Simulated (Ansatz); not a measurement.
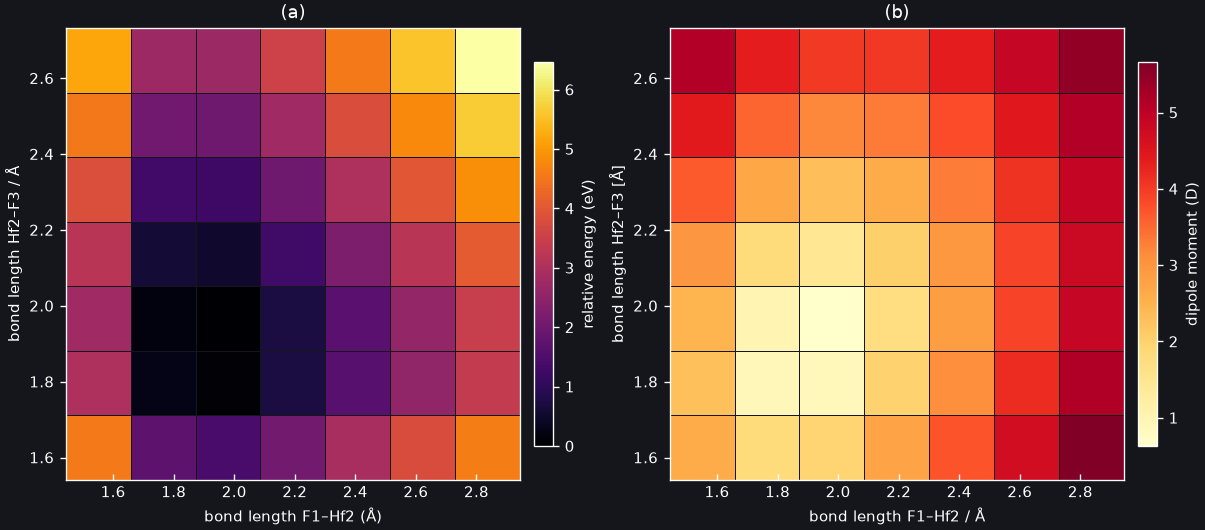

ClF3Hf, SMILES [F][Hf]([F])([F])[Cl]. First axis: bond length F1–Hf2. Second axis: bond length Hf2–F3. Nothing is relaxed (all other coordinates rigid). The grid has 7 × 7 points. All energies are given in eV relative to the lowest grid point. The reference is spin-restricted, which grows unreliable where a bond is stretched far. All numbers below come from RKS PBE0-D4/def2-TZVP (Ansatz).

Panel (a) is the energy; panel (b) is the computed dipole moment, in D.

In the figure: one coloured cell a grid point.

How does the dipole moment vary over the map, and what is it at the lowest grid point?

Leaving out the highest fifth of the energies, it runs from 0.63 D at bond length F1–Hf2 = 1.979 Å, bond length Hf2–F3 = 1.967 Å to 5.16 D at bond length F1–Hf2 = 2.837 Å, bond length Hf2–F3 = 1.796 Å. At the lowest grid point, bond length F1–Hf2 = 1.979 Å, bond length Hf2–F3 = 1.967 Å, it is 0.63 D.

```csv
"bond length Hf2–F3 ↓, bond length F1–Hf2 →",1.551,1.765,1.979,2.194,2.408,2.622,2.837
2.647,5.15,4.37,4.02,4.05,4.38,4.88,5.45
2.477,4.41,3.55,3.20,3.34,3.81,4.45,5.13
2.307,3.67,2.70,2.34,2.64,3.31,4.10,4.90
2.137,3.00,1.82,1.44,2.03,2.95,3.90,4.80
1.967,2.47,1.02,0.63,1.74,2.86,3.91,4.88
1.796,2.29,0.91,0.89,2.00,3.12,4.18,5.16
1.626,2.63,1.80,1.96,2.77,3.73,4.71,5.66
```
